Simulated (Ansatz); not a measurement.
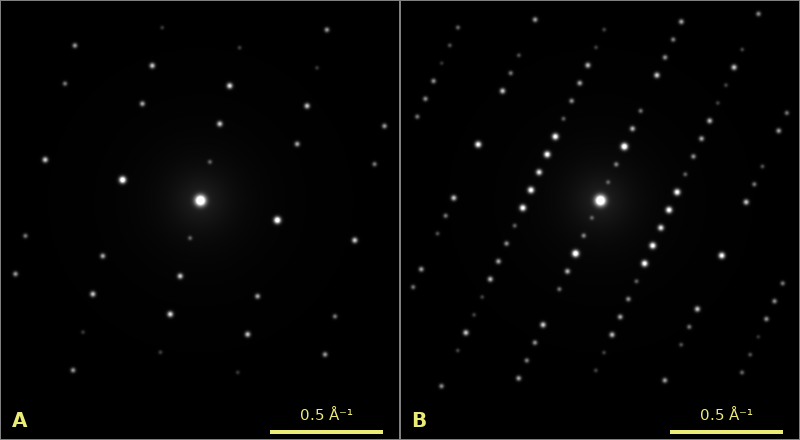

Kinematic electron diffraction patterns (200 kV, B = 0.5 Å², same scale, each along a low-index zone) of two structures of composition CsBr2, each relaxed at zero pressure with Ansatz, DFT PBE, scalar-relativistic, plane waves, PAW.

The structures (standard cells):
1. P4/nmm (No. 129), a = 4.695 Å, c = 11.341 Å, 6 atoms; generated start, possibly hypothetical
2. R-3m (No. 166), a = 5.558 Å, c = 16.949 Å (hexagonal axes), 9 atoms; generated start, possibly hypothetical

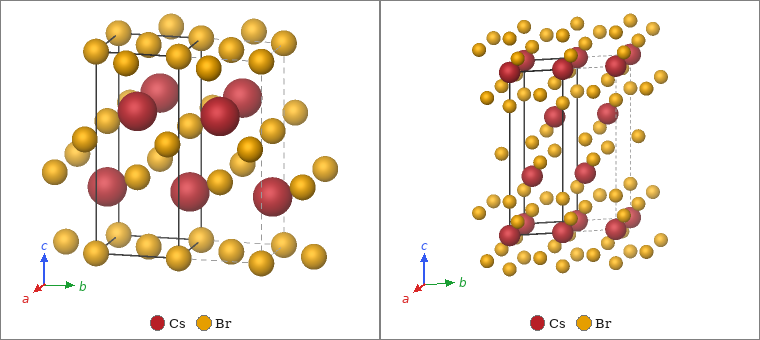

Drawings of the structures 1 to 2, from left to right (each may span several cells).

**Which pattern belongs to which structure, and along which zone?**

A is structure 2 along [210] or an equivalent direction: rectangular net of 0 0 3 (weak) at d = 5.65 Å and 1 -2 0 at d = 2.78 Å, 90.0° apart (some points of this net are extinct or too weak to see). B is structure 1 along [110] or an equivalent direction: rectangular net of 0 0 1 (weak) at d = 11.34 Å and 1 -1 0 at d = 3.32 Å, 90.0° apart (some points of this net are extinct or too weak to see).

**Which structure lies lowest at this level of theory, and by how much?**

Structure 1 (P4/nmm, 41.66 Å³ an atom) is the lowest of these; structure 2 (R-3m, 50.38 Å³ an atom) lies about 110 meV an atom higher. These are static energies at 0 K; other structures, not shown, may lie lower still.
